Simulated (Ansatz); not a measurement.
# Fields on a plane of PtAs2 (space group Pa-3)

```yaml
crystal:
  lattice:
    - [6.05844, 0.00000, 0.00000]
    - [0.00000, 6.05844, 0.00000]
    - [0.00000, 0.00000, 6.05844]
  atoms:
    - { symbol: As, position: [0.38339, 0.38339, 0.38339] }
    - { symbol: As, position: [0.61661, 0.61661, 0.61661] }
    - { symbol: As, position: [0.11661, 0.61661, 0.88339] }
    - { symbol: As, position: [0.88339, 0.38339, 0.11661] }
    - { symbol: As, position: [0.88339, 0.11661, 0.61661] }
    - { symbol: As, position: [0.11661, 0.88339, 0.38339] }
    - { symbol: As, position: [0.61661, 0.88339, 0.11661] }
    - { symbol: As, position: [0.38339, 0.11661, 0.88339] }
    - { symbol: Pt, position: [0.00000, 0.00000, 0.00000] }
    - { symbol: Pt, position: [0.50000, 0.00000, 0.50000] }
    - { symbol: Pt, position: [0.50000, 0.50000, 0.00000] }
    - { symbol: Pt, position: [0.00000, 0.50000, 0.50000] }
```

The slice is a {100} plane (indices of the conventional cell) through the point (0.383, 0.117, 0.883) (fractional), spanned by u = [100] and v = [010] in vectors of this cell: u (6.06 Å) and v (6.06 Å, at 90° to u). It covers one period; positions are fractions (u, v).

Atoms on it: As at (0.73, 0.50); As at (0.00, 0.00). Other atoms lie within 1 Å of the plane.

All values below come from PBE (plane waves to 420 eV, PAW, scalar-relativistic; Ansatz, a first-principles code). k mesh 5×5×5. These are valence fields of a PAW run, semicore shells included where kept as valence: close to a nucleus they are smooth pseudo fields. PtAs2 is run without spin polarisation. PtAs2 was relaxed with its symmetry unable to fall. Spin-orbit coupling is left out, though Pt is heavy.

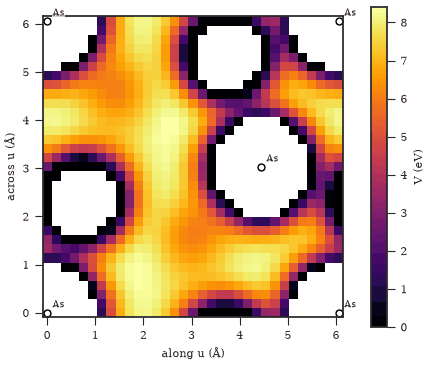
Figure: Electrostatic potential energy of an electron, from the cell's mean, in eV, one period of the plane, atoms marked. Points within 1 Å of a nucleus are left white, as the pseudised field means little there. Values under 0 eV are set to 0. The zero, the cell's mean, hangs on the PAW cores.

| v \ u | 0.00 | 0.12 | 0.25 | 0.38 | 0.50 | 0.62 | 0.75 | 0.88 |
|---|---|---|---|---|---|---|---|---|
| 0.94 | 1.1 | -0.1 | -0.9 | -0.9 | -0.2 | 0.4 | -0.3 | -0.1 |
| 0.84 | -0.3 | -0.5 | -0.9 | -0.8 | -0.1 | 0.5 | -0.3 | -0.5 |
| 0.75 | -1.0 | -0.9 | -0.9 | -1.0 | -0.5 | -0.2 | -0.5 | -0.9 |
| 0.66 | -1.1 | -0.9 | -0.9 | -1.2 | -0.9 | -0.4 | -0.2 | -0.7 |
| 0.56 | -0.7 | -0.5 | -0.7 | -1.2 | -1.0 | 0.1 | 1.1 | -0.3 |
| 0.47 | -0.3 | 0.2 | -0.4 | -1.0 | -0.9 | 0.3 | 1.4 | -0.1 |
| 0.38 | -0.1 | 0.5 | -0.2 | -0.9 | -0.8 | -0.3 | 0.0 | -0.4 |
| 0.28 | -0.3 | 0.0 | -0.5 | -0.9 | -0.9 | -0.8 | -0.8 | -0.8 |
| 0.19 | -0.3 | -0.4 | -0.9 | -1.1 | -0.9 | -1.0 | -1.2 | -0.8 |
| 0.09 | 0.6 | -0.3 | -1.1 | -1.1 | -0.8 | -0.7 | -0.8 | -0.3 |
| 0.00 | 1.5 | 0.0 | -1.0 | -1.0 | -0.4 | -0.1 | -0.4 | 0.1 |

Values: log₁₀ of the valence density in e/Å³. The scale is logarithmic, as a density can span decades between atoms and voids.
